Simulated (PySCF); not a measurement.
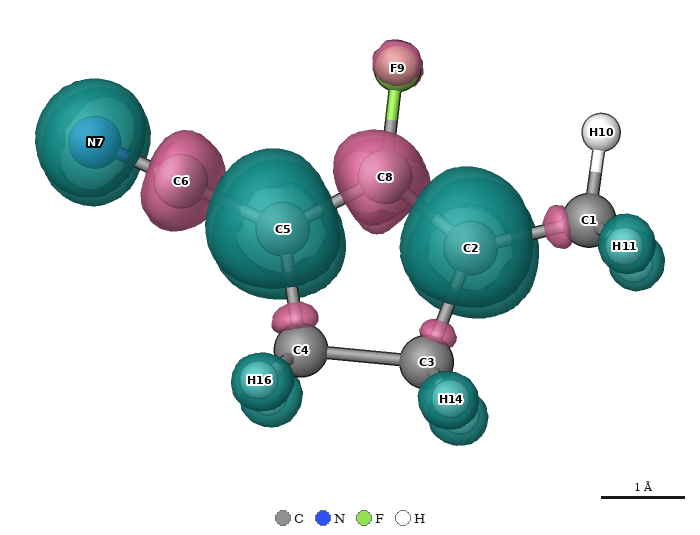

*C7H7FN (doublet). Isosurfaces of the spin density at +0.02 (teal) and −0.02 e/Å³ (pink), seen across its widest extent.*

Geometry: GFN2-xTB.

These are results of UKS B3LYP, pcH-1 on C F H N, non-relativistic, mean-field spin-orbit, GIAO (PySCF 2.14.0, density-fitted response routines), not measurements.

```xyz
16

C    -2.1392    0.7378   -0.6110
C    -0.7913    0.2657   -0.2229
C    -0.5082   -1.1041    0.3096
C     1.0095   -1.1302    0.5678
C     1.4847    0.2337    0.1582
C     2.7980    0.6500    0.2224
N     3.9024    0.9825    0.2827
C     0.3795    0.9710   -0.2845
F     0.4605    2.2344   -0.7219
H    -2.0968    1.7643   -0.9667
H    -2.5529    0.1060   -1.3989
H    -2.8221    0.6846    0.2385
H    -1.0780   -1.2907    1.2238
H    -0.8092   -1.8692   -0.4110
H     1.2436   -1.3211    1.6180
H     1.5119   -1.9058   -0.0156
```

**Which atoms carry the spin?**

The unpaired spin (1 electron) lies mostly on C5 (about 0.3), C2 (about 0.3) and N7 (about 0.2), in electrons by Hirshfeld's partition.
